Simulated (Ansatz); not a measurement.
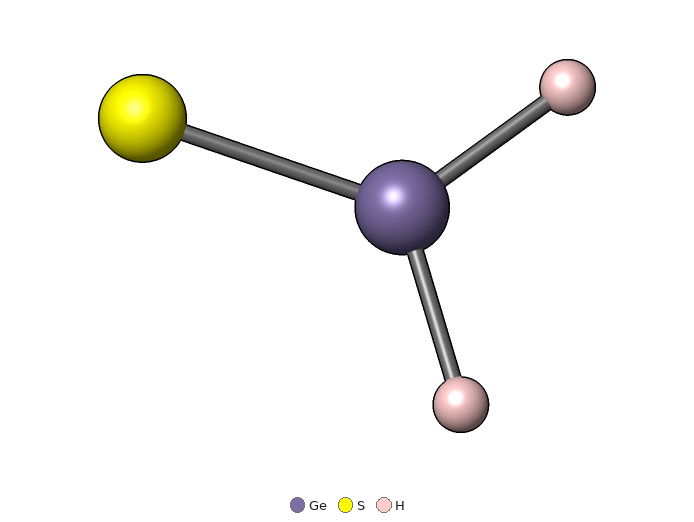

Ball-and-stick drawing of a structure. Every bond is drawn as one stick, whatever its order.

Computed geometry: PBE0-D4/def2-TZVP optimisation.

Question: Give the formula.

Answer: GeH2S, 4 atoms: 1 germanium, 2 hydrogen and 1 sulfur.

Question: How many bonds of each kind are drawn?

Answer: 2 Ge–H, 1 Ge–S. Sticks follow a distance rule.

Question: What is the point group of this geometry?

Answer: C2v.

Question: How many atoms are distinct by symmetry?

Answer: 3: 1 Ge, 1 S, 2 H.

The parts below concern this one geometry. Atoms keep their numbers from picture to picture.

Shape

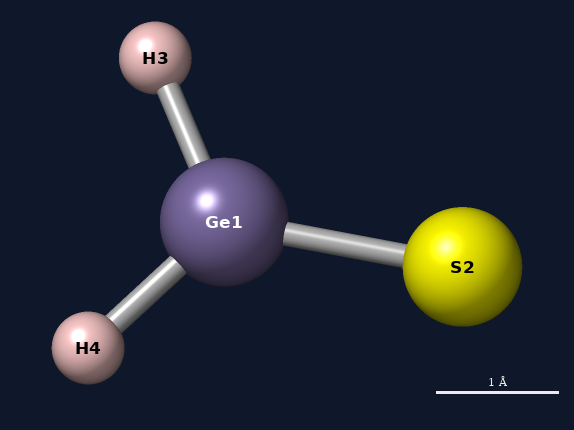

Numbered structure.

Give the bond lengths.

```tsv
bond	length (Å)
Ge1–S2	2.021
Ge1–H3	1.540
Ge1–H4	1.540
```

Dipole moment

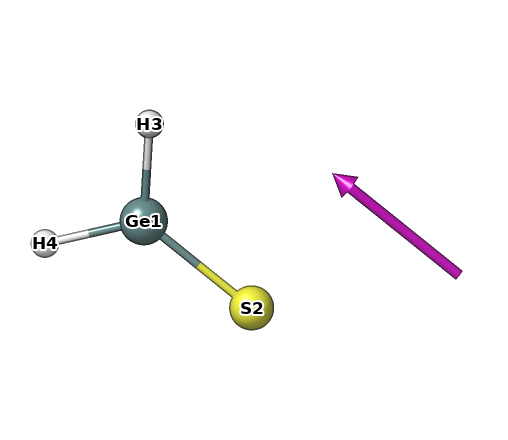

The arrow beside the molecule shows the direction of the dipole moment, from the negative to the positive end (its length means nothing). Method: RKS PBE0-D4/def2-TZVP (Ansatz 0.2.0).

Question: Estimate the dipole moment.

Answer: 3.00 D; it points from the side of S2 to the side of H3, H4 (the outermost atoms at the two ends).

Thermal motion

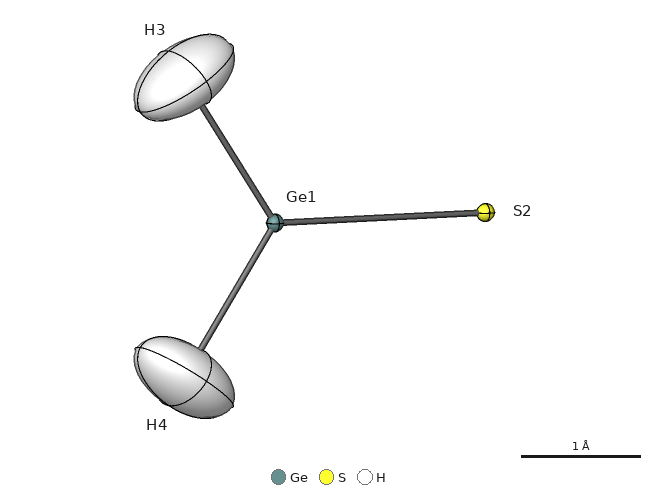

Displacement ellipsoids at the 50 % level, enlarged 2 times, from the internal vibrations of the free molecule (harmonic, no overall translation or rotation; no half-axis is drawn under 0.075 Å). Vibrations computed with RKS PBE0-D4/def2-TZVP (Ansatz 0.2.0). Temperature: 298 K.

List U_eq and the three principal root-mean-square amplitudes for each kind of atom.

```tsv
atom	U_eq (Å²)	rms amplitudes (Å)
Ge1	0.00006	0.005, 0.005, 0.012
S2	0.00025	0.003, 0.006, 0.027
H3, H4	0.0165	0.088, 0.126, 0.161
```

Electronic properties

Properties computed with RKS PBE0-D4/def2-TZVPP (Ansatz 0.2.0).

Question: Estimate the HOMO energy (Kohn–Sham orbital).

Answer: −6.97 eV.

Question: Estimate the LUMO energy (Kohn–Sham orbital).

Answer: −2.69 eV.

Vibrations

Harmonic vibrations computed with RKS PBE0-D4/def2-TZVP (Ansatz 0.2.0) at a stationary point of the same level.

Question: List the wavenumbers.

Answer: 6 modes: 544, 564, 582, 890, 2134, 2134 cm⁻¹.
